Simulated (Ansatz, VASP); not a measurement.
# Ta (Ta(111)) in two plane-wave programs, part 2 of 2

One calculation is typed for both programs; each brings its own data sets and cutoff. How far apart do they land?

VASP 6.6.1 and Ansatz 0.2.0.

So far: The structure; Ansatz: single point, PBE; VASP: single point, PBE.

## 4. Side by side

Known differences besides the PAW data sets themselves: the data sets hold 143 valence electrons in Ansatz (default PAW (the set named soft_2) files) and 55 in VASP; the cutoff is 420 eV in Ansatz and 350 eV in VASP (PREC = Normal). Total energies have different zeros and are not compared.

The two programs side by side:

| quantity | Ansatz | VASP | difference |
| --- | --- | --- | --- |
| work function, lower of the two faces (eV) | 3.49 | 3.51 | -0.02 |
| work function, higher of the two faces (eV) | 3.49 | 3.51 | -0.02 |

Forces on 10 of the 11 atoms, picked by the larger force of the two programs (eV/Å; atoms numbered as in POSCAR):

| atom | Ansatz x, y, z | VASP x, y, z |
| --- | --- | --- |
| Ta1 | 0.000, 0.000, 2.023 | 0.000, 0.000, 2.203 |
| Ta2 | 0.000, 0.000, -0.073 | 0.000, 0.000, -0.031 |
| Ta3 | 0.000, 0.000, -1.081 | 0.000, 0.000, -1.020 |
| Ta4 | 0.000, 0.000, -0.354 | 0.000, 0.000, -0.399 |
| Ta5 | 0.000, 0.000, -0.459 | 0.000, 0.000, -0.469 |
| Ta7 | 0.000, 0.000, 0.459 | 0.000, 0.000, 0.469 |
| Ta8 | 0.000, 0.000, 0.354 | 0.000, 0.000, 0.399 |
| Ta9 | 0.000, 0.000, 1.081 | 0.000, 0.000, 1.020 |
| Ta10 | 0.000, 0.000, 0.073 | 0.000, 0.000, 0.031 |
| Ta11 | 0.000, 0.000, -2.023 | 0.000, 0.000, -2.203 |

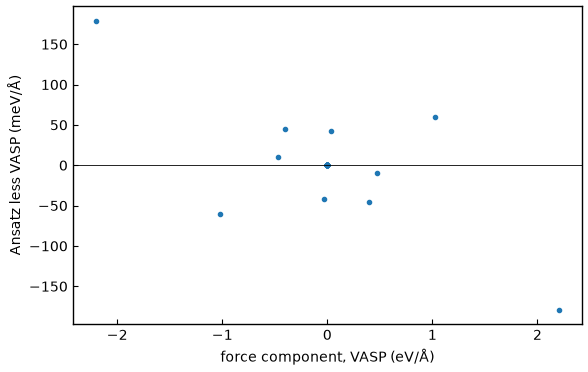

Difference of the force components against their size.

The forces differ by 49 meV/Å r.m.s., which is 8.0 % of the r.m.s. force of 0.62 eV/Å (both taken over all components).

## 5. What moves the difference

The difference is large enough to ask for its cause, so further runs change the set-up of one program at a time, as the table lists.

| run | r.m.s. force difference (% of the r.m.s. force) |
| --- | --- |
| as above | 8.0 |
| Ansatz's larger PAW set (cutoff 640 eV) | 8.4 |
| norm-conserving potentials (cutoff 1000 eV) | 8.6 |

## 6. VASP: single point, RPBE

A single point gives forces, pressure and levels at one fixed geometry, so differences don't come from the geometry; what else differs is listed under the comparison.

INCAR reads:

```
SYSTEM = Ta
PREC = Normal
ENCUT = 350
EDIFF = 1E-06
NELM = 120
ISMEAR = 1
SIGMA = 0.1
LREAL = .FALSE.
ALGO = Normal
GGA = RP
NBANDS = 38
LASPH = .TRUE.
LORBIT = 11
LWAVE = .FALSE.
LCHARG = .FALSE.
KPAR = 4
IDIPOL = 3
LDIPOL = .TRUE.
DIPOL = 0.5 0.5 0.5
LVHAR = .TRUE.
LVACPOTAV = .TRUE.
```

POSCAR reads:

```
Ta
1.0
    4.6810468915      0.0000000000      0.0000000000
    2.3405234457      4.0539055243      0.0000000000
    0.0000000000      0.0000000000     27.5551469551
Ta
11
Direct
    0.6666666667      0.6666666667      0.3266177464
    0.0000000000      0.0000000000      0.3612941971
    0.3333333333      0.3333333333      0.3959706478
    0.6666666667      0.6666666667      0.4306470986
    0.0000000000      0.0000000000      0.4653235493
    0.3333333333      0.3333333333      0.5000000000
    0.6666666667      0.6666666667      0.5346764507
    0.0000000000      0.0000000000      0.5693529014
    0.3333333333      0.3333333333      0.6040293522
    0.6666666667      0.6666666667      0.6387058029
    0.0000000000      0.0000000000      0.6733822536
```

KPOINTS reads:

```
Automatic mesh
0
Gamma
6 6 1
0 0 0
```

PAW data sets: Ta (PBE family, release 64).

The run is started by

```
$ mpirun -np 4 vasp_std
```

Numbers of over 12 decimals in the logs are rounded to 6 here.

What it wrote:

```text
[banner, memory and clock lines left out]
running    4 mpi-ranks, on    1 nodes
[...]
|                                                                             |
|               ----> ADVICE to this user running VASP <----                  |
|                                                                             |
|     You enforced a specific xc type in the INCAR file but a different       |
|     [... a line on the potential file left out ...]
|     I HOPE YOU KNOW WHAT YOU ARE DOING!                                     |
|                                                                             |

 LDA part: xc-table for (Slater+PW92), standard interpolation
 POSCAR, INCAR and KPOINTS ok, starting setup
[...]
entering main loop
       N       E                     dE             d eps       ncg     rms          rms(c)
DAV:   1     0.185215247185E+03    0.18522E+03   -0.15187E+04   532   0.801E+02
DAV:   2    -0.933668552717E+02   -0.27858E+03   -0.26123E+03   760   0.163E+02
DAV:   3    -0.128248447658E+03   -0.34882E+02   -0.33277E+02   674   0.612E+01
DAV:   4    -0.130998370788E+03   -0.27499E+01   -0.27039E+01   888   0.153E+01
[...]
DAV:  32    -0.117966407872E+03   -0.55640E-05   -0.40524E-07   472   0.133E-03    0.310E-04
DAV:  33    -0.117966408992E+03   -0.11199E-05   -0.12347E-07   432   0.911E-04    0.515E-04
DAV:  34    -0.117966409718E+03   -0.72633E-06   -0.91720E-08   432   0.684E-04
 [... a notice as in an earlier step ...]

   1 F= -.11796641E+03 E0= -.11796403E+03  d E =-.714058E-02
```

OUTCAR, selected parts (step 6):

```text
  Total       -7.1192089     -7.1192089     -9.2656180      0.0000000      0.0000000     -0.0000000
  in kB      -21.8133803    -21.8133803    -28.3900154      0.0000000      0.0000000     -0.0000000
  external PRESSURE =     -24.0055920 kB  Pullay stress =       0.0000000 kB

 POSITION                                       TOTAL-FORCE (eV/Angst)
 -----------------------------------------------------------------------------------
      4.68105      2.70260      9.00000        -0.000000     -0.000000      1.968628
      0.00000      0.00000      9.95551         0.000000      0.000000      0.117070
      2.34052      1.35130     10.91103        -0.000000      0.000000     -1.171964
      4.68105      2.70260     11.86654        -0.000000     -0.000000     -0.794915
      0.00000      0.00000     12.82206         0.000000      0.000000     -0.553007
      2.34052      1.35130     13.77757        -0.000000      0.000000      0.000000
      4.68105      2.70260     14.73309        -0.000000      0.000000      0.553007
      0.00000      0.00000     15.68860         0.000000     -0.000000      0.794915
      2.34052      1.35130     16.64412        -0.000000     -0.000000      1.171964
      4.68105      2.70260     17.59963        -0.000000     -0.000000     -0.117070
      0.00000      0.00000     18.55515         0.000000      0.000000     -1.968628
 -----------------------------------------------------------------------------------
    total drift:                               -0.000000     -0.000000     -0.000000

  FREE ENERGIE OF THE ION-ELECTRON SYSTEM (eV)
  ---------------------------------------------------
  free  energy   TOTEN  =      -117.9664097184 eV

  energy  without entropy=     -117.9592691363  energy(sigma->0) =     -117.96402952

[... 1 part as in an earlier step ...]

[... 2 further parts left out ...]
[key lines of the parts left out:]
E-fermi :   0.2473
```

## 7. Ansatz: single point, RPBE

The same cell, functional, mesh and smearing now go to Ansatz, which takes its cutoff from its data sets.

input.yaml reads:

```yaml
crystal:
  lattice:
    - [4.6810468915, 0.0, 0.0]
    - [2.3405234457, 4.0539055243, 0.0]
    - [0.0, 0.0, 27.5551469551]
  atoms:
    - { symbol: Ta, position: [0.6666666667, 0.6666666667, 0.3266177464] }
    - { symbol: Ta, position: [0.0, 0.0, 0.3612941971] }
    - { symbol: Ta, position: [0.3333333333, 0.3333333333, 0.3959706478] }
    - { symbol: Ta, position: [0.6666666667, 0.6666666667, 0.4306470986] }
    - { symbol: Ta, position: [0.0, 0.0, 0.4653235493] }
    - { symbol: Ta, position: [0.3333333333, 0.3333333333, 0.5] }
    - { symbol: Ta, position: [0.6666666667, 0.6666666667, 0.5346764507] }
    - { symbol: Ta, position: [0.0, 0.0, 0.5693529014] }
    - { symbol: Ta, position: [0.3333333333, 0.3333333333, 0.6040293522] }
    - { symbol: Ta, position: [0.6666666667, 0.6666666667, 0.6387058029] }
    - { symbol: Ta, position: [0.0, 0.0, 0.6733822536] }
hamiltonian:
  xc: rpbe
  pseudopotentials: { kind: paw }
kpoints:
  mp_grid: { grid: [6, 6, 1] }
scf:
  occupations: { method: methfessel_paxton, width: 0.1 }
  n_extra_bands: 6
efield:
  axis: 3
  dipole_correction: true
  ramp_width: 0.04
output:
  forces: true
  eigenvalues: true
```

The run is started by

```
$ ansatz run input.yaml --threads 4 --pin off --max-ram 9216MiB --backend cpu --events-out ev --progress --plain --runs-dir out
```

What it wrote:

```text
[...]
Crystal: 11 atoms, lattice volume = 522.901 Å³
Basis set: ecut = 420 eV, 10215 PW (Γ), exchange–correlation on 64×64×384 points (8 copies of the dense FFT grid, shifted against one another)
Bands: 78, of which v1, the nominal top of the filled ones, is band 72 counted from 1 (71 counted from 0)
Symmetry: 6 space group operations
[...]
k-point 0: bands = [... 68 lower, 4.5405, 4.7526, 4.7526, 5.0590, 5.0590, 5.1816, 5.3705, 5.6332, ... 2 higher]
  k-point 1: bands = [... 68 lower, 4.7845, 4.9216, 4.9784, 5.1970, 5.2453, 5.4256, 5.5293, 5.5886, ... 2 higher]
  k-point 2: bands = [... 68 lower, 4.9898, 4.9933, 5.2181, 5.3715, 5.5151, 5.6366, 5.7305, 5.7829, ... 2 higher]
  k-point 6: bands = [... 68 lower, 4.8525, 4.8646, 4.8646, 5.0377, 5.0377, 5.1940, 5.2047, 5.2907, ... 2 higher]
[key lines of the parts left out:]
SCF converged after 9 iterations
Free energy (F): -109385.942206 eV
Fermi energy:    5.150201 eV
Dipole field:    D = 0.000006 V/Å  (p = 0.000018 e·Å, saw-weighted, corrected)
Work function:   Φ+ = 3.3127 eV   Φ− = 3.3129 eV
```

The job ended after 5.8 s (4 threads of Intel Xeon Platinum 8559C (Emerald Rapids), shared host; peak memory 1.1 GiB; 19 s of CPU time).

## 8. Comparison

What differs besides the data sets and the points named for the pairs above, as far as they apply: Ansatz makes its cores anew for this functional, VASP keeps those of its PBE data sets. Total energies have different zeros and are not compared.

The two programs side by side:

| quantity | Ansatz | VASP | difference |
| --- | --- | --- | --- |
| work function, lower of the two faces (eV) | 3.31 | 3.33 | -0.02 |
| work function, higher of the two faces (eV) | 3.31 | 3.33 | -0.02 |

Forces on 10 of the 11 atoms, picked by the larger force of the two programs (eV/Å; atoms numbered as in POSCAR):

| atom | Ansatz x, y, z | VASP x, y, z |
| --- | --- | --- |
| Ta1 | 0.000, 0.000, 1.783 | 0.000, 0.000, 1.969 |
| Ta2 | 0.000, 0.000, 0.050 | 0.000, 0.000, 0.117 |
| Ta3 | 0.000, 0.000, -1.247 | 0.000, 0.000, -1.172 |
| Ta4 | 0.000, 0.000, -0.748 | 0.000, 0.000, -0.795 |
| Ta5 | 0.000, 0.000, -0.545 | 0.000, 0.000, -0.553 |
| Ta7 | 0.000, 0.000, 0.545 | 0.000, 0.000, 0.553 |
| Ta8 | 0.000, 0.000, 0.748 | 0.000, 0.000, 0.795 |
| Ta9 | 0.000, 0.000, 1.247 | 0.000, 0.000, 1.172 |
| Ta10 | 0.000, 0.000, -0.050 | 0.000, 0.000, -0.117 |
| Ta11 | 0.000, 0.000, -1.783 | 0.000, 0.000, -1.969 |

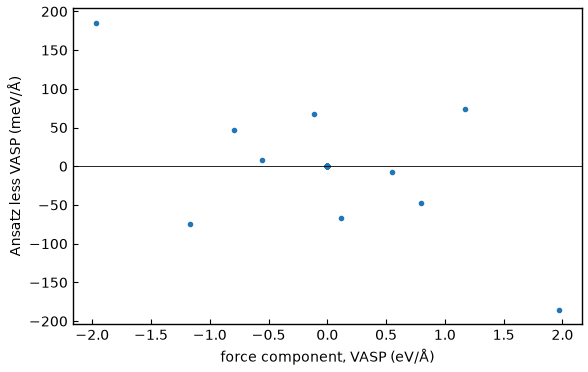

Difference of the force components against their size.

The forces differ by 53 meV/Å r.m.s., which is 8.7 % of the r.m.s. force of 0.61 eV/Å (both taken over all components).

## 9. Further runs

The difference is large enough to ask for its cause, so further runs change the set-up of one program at a time, as the table lists.

| run | r.m.s. force difference (% of the r.m.s. force) |
| --- | --- |
| as above | 8.7 |
| cores kept as stored, as VASP does | 8.7 |
| Ansatz's larger PAW set (cutoff 640 eV) | 9.1 |
| norm-conserving potentials (cutoff 789 eV) | 8.6 |

## 10. VASP: single point, r2SCAN

A single point gives forces, pressure and levels at one fixed geometry, so differences don't come from the geometry; what else differs is listed under the comparison.

Changes to INCAR since step 6:

```diff
@@ -9,5 +9,5 @@
 ALGO = Normal
-GGA = RP
+METAGGA = R2SCAN
+LASPH = .TRUE.
 NBANDS = 38
-LASPH = .TRUE.
 LORBIT = 11
```

POSCAR is that of step 6.

KPOINTS is that of step 6.

The run is started by

```
$ mpirun -np 4 vasp_std
```

What it wrote:

```text
[banner, memory and clock lines left out]
running    4 mpi-ranks, on    1 nodes
[...]
[... a notice as in an earlier step ...]

 LDA part: xc-table for (None), standard interpolation
 POSCAR, INCAR and KPOINTS ok, starting setup
[...]
entering main loop
       N       E                     dE             d eps       ncg     rms          rms(c)
DAV:   1    -0.209813353592E+03   -0.20981E+03   -0.15534E+04   532   0.818E+02
DAV:   2    -0.493985753834E+03   -0.28417E+03   -0.26706E+03   754   0.164E+02
DAV:   3    -0.530115033065E+03   -0.36129E+02   -0.34467E+02   654   0.633E+01
DAV:   4    -0.533061366485E+03   -0.29463E+01   -0.28917E+01   904   0.160E+01
[...]
DAV:  30    -0.526685939174E+03   -0.29036E-05   -0.61044E-07   448   0.555E-03    0.736E-04
DAV:  31    -0.526685943519E+03   -0.43455E-05   -0.58128E-07   456   0.551E-03    0.580E-04
DAV:  32    -0.526685944054E+03   -0.53486E-06   -0.37379E-07   432   0.436E-03
 [... a notice as in an earlier step ...]

   1 F= -.52668594E+03 E0= -.52668499E+03  d E =-.286373E-02
```

Parts of OUTCAR (step 10):

```text
  Total      -15.5496061    -15.5496061    -15.9134997      0.0000000     -0.0000000      0.0000000
  in kB      -47.6442645    -47.6442645    -48.7592409      0.0000000     -0.0000000      0.0000000
  external PRESSURE =     -48.0159233 kB  Pullay stress =       0.0000000 kB

 POSITION                                       TOTAL-FORCE (eV/Angst)
 -----------------------------------------------------------------------------------
      4.68105      2.70260      9.00000        -0.000000      0.000000      2.472548
      0.00000      0.00000      9.95551        -0.000000      0.000000      0.323500
      2.34052      1.35130     10.91103        -0.000000     -0.000000     -1.129912
      4.68105      2.70260     11.86654        -0.000000     -0.000000     -0.786340
      0.00000      0.00000     12.82206        -0.000000     -0.000000     -0.519403
      2.34052      1.35130     13.77757        -0.000000      0.000000     -0.000000
      4.68105      2.70260     14.73309         0.000000     -0.000000      0.519403
      0.00000      0.00000     15.68860         0.000000      0.000000      0.786340
      2.34052      1.35130     16.64412         0.000000      0.000000      1.129912
      4.68105      2.70260     17.59963         0.000000     -0.000000     -0.323500
      0.00000      0.00000     18.55515         0.000000     -0.000000     -2.472548
 -----------------------------------------------------------------------------------
    total drift:                               -0.000000     -0.000000     -0.000000

  FREE ENERGIE OF THE ION-ELECTRON SYSTEM (eV)
  ---------------------------------------------------
  free  energy   TOTEN  =      -526.6859440539 eV

  energy  without entropy=     -526.6830803199  energy(sigma->0) =     -526.68498948

[... 2 parts as in an earlier step ...]

[... 1 further part left out ...]
[key lines of the parts left out:]
E-fermi :   0.0723
```

## 11. Ansatz: single point, r2SCAN

The same cell, functional, mesh and smearing now go to Ansatz, which takes its cutoff from its data sets.

Changes to input.yaml since step 7:

```diff
@@ -18,3 +18,3 @@
 hamiltonian:
-  xc: rpbe
+  xc: r2scan
   pseudopotentials: { kind: paw }
```

The run is started by

```
$ ansatz run input.yaml --threads 4 --pin off --max-ram 9216MiB --backend cpu --events-out ev --progress --plain --runs-dir out
```

What it wrote:

```text
[...]
Crystal: 11 atoms, lattice volume = 522.901 Å³
Basis set: ecut = 500 eV, 13367 PW (Γ), exchange–correlation on 144×144×864 points (64 copies of the dense FFT grid, shifted against one another)
Bands: 78, of which v1, the nominal top of the filled ones, is band 72 counted from 1 (71 counted from 0)
Symmetry: 6 space group operations
[...]
k-point 0: bands = [... 68 lower, 4.3461, 4.5694, 4.5694, 4.9030, 4.9030, 5.0774, 5.2820, 5.5288, ... 2 higher]
  k-point 1: bands = [... 68 lower, 4.5886, 4.7499, 4.8035, 5.0246, 5.0969, 5.2965, 5.4278, 5.4756, ... 2 higher]
  k-point 2: bands = [... 68 lower, 4.8323, 4.8334, 5.0533, 5.2034, 5.3603, 5.4810, 5.5760, 5.6404, ... 2 higher]
  k-point 6: bands = [... 68 lower, 4.6757, 4.6757, 4.6803, 4.8601, 4.8601, 5.0219, 5.0236, 5.1312, ... 2 higher]
[key lines of the parts left out:]
SCF converged after 10 iterations
Free energy (F): -109379.474248 eV
Fermi energy:    4.980845 eV
Dipole field:    D = 0.000002 V/Å  (p = 0.000006 e·Å, saw-weighted, corrected)
Work function:   Φ+ = 3.4265 eV   Φ− = 3.4265 eV
```

Wall time 13 s (4 threads); peak memory 2.1 GiB.

## 12. Differences

What differs besides the data sets and the points named for the pairs above, as far as they apply: VASP keeps PBE cores, Ansatz makes them for the functional; the cutoff is 500 eV in Ansatz and 350 eV in VASP (PREC = Normal). Total energies have different zeros and are not compared.

Compared:

| quantity | Ansatz | VASP | difference |
| --- | --- | --- | --- |
| work function, lower of the two faces (eV) | 3.43 | 3.44 | -0.01 |
| work function, higher of the two faces (eV) | 3.43 | 3.44 | -0.01 |

Forces on 10 of the 11 atoms, picked by the larger force of the two programs (eV/Å; atoms numbered as in POSCAR):

| atom | Ansatz x, y, z | VASP x, y, z |
| --- | --- | --- |
| Ta1 | 0.000, 0.000, 2.254 | 0.000, 0.000, 2.473 |
| Ta2 | 0.000, 0.000, 0.249 | 0.000, 0.000, 0.324 |
| Ta3 | 0.000, 0.000, -1.221 | 0.000, 0.000, -1.130 |
| Ta4 | 0.000, 0.000, -0.746 | 0.000, 0.000, -0.786 |
| Ta5 | 0.000, 0.000, -0.510 | 0.000, 0.000, -0.519 |
| Ta7 | 0.000, 0.000, 0.510 | 0.000, 0.000, 0.519 |
| Ta8 | 0.000, 0.000, 0.746 | 0.000, 0.000, 0.786 |
| Ta9 | 0.000, 0.000, 1.221 | 0.000, 0.000, 1.130 |
| Ta10 | 0.000, 0.000, -0.249 | 0.000, 0.000, -0.324 |
| Ta11 | 0.000, 0.000, -2.254 | 0.000, 0.000, -2.473 |

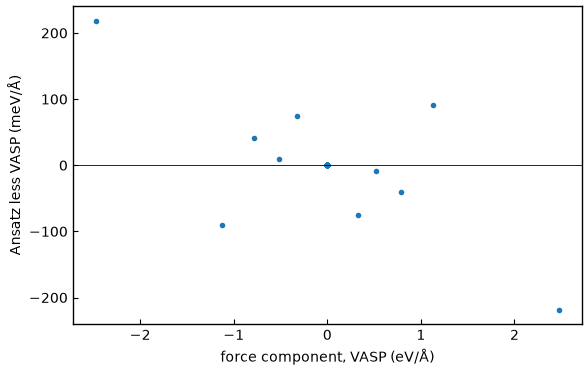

Difference of the force components against their size.

The forces differ by 62 meV/Å r.m.s., which is 8.7 % of the r.m.s. force of 0.71 eV/Å (both taken over all components).

## 13. Looking for the cause

The difference is large enough to ask for its cause, so further runs change the set-up of one program at a time, as the table lists.

| run | r.m.s. force difference (% of the r.m.s. force) |
| --- | --- |
| as above | 8.7 |
| cores kept as stored, as VASP does | 8.2 |
| Ansatz's larger PAW set (cutoff 640 eV) | 8.8 |

## 14. Summary of results

| Quantity | Value |
| --- | --- |
| r.m.s. force difference (single point, PBE) | 8.0 % of the r.m.s. force |
| r.m.s. force difference (single point, RPBE) | 8.7 % of the r.m.s. force |
| r.m.s. force difference (single point, r2SCAN) | 8.7 % of the r.m.s. force |

What this shows: The r.m.s. force difference is 8.7 % of the r.m.s. force (single point, r2SCAN), beyond the 3 % picked in this series as the mark of a large difference. For single point, PBE: no further run halves the r.m.s. force difference; only Ansatz's side was varied, and Ansatz's runs with other potentials lie closer to each other than to VASP, which for this quantity points to VASP's side; this was not tested here. For single point, RPBE: no further run halves the r.m.s. force difference; only Ansatz's side was varied, and Ansatz's runs with other potentials lie closer to each other than to VASP, which for this quantity points to VASP's side; this was not tested here. For single point, r2SCAN: no further run halves the r.m.s. force difference; only Ansatz's side was varied. 5 further runs on this material are not shown. How closely two codes agree says nothing of how well the functional describes the real material.

[Lines on the potential files, build, host, timing and source positions are cut from VASP's logs without a mark.]

[Logs are printed without paths, hosts, clocks, repeated set-up lines and the standing remarks that a program may print on its own settings, such as how far it seeks lower states.]

[Hosts, paths, dates, database ids (printed as entryN), source tags and the programs' standing remarks are cut or masked in the printed files.]
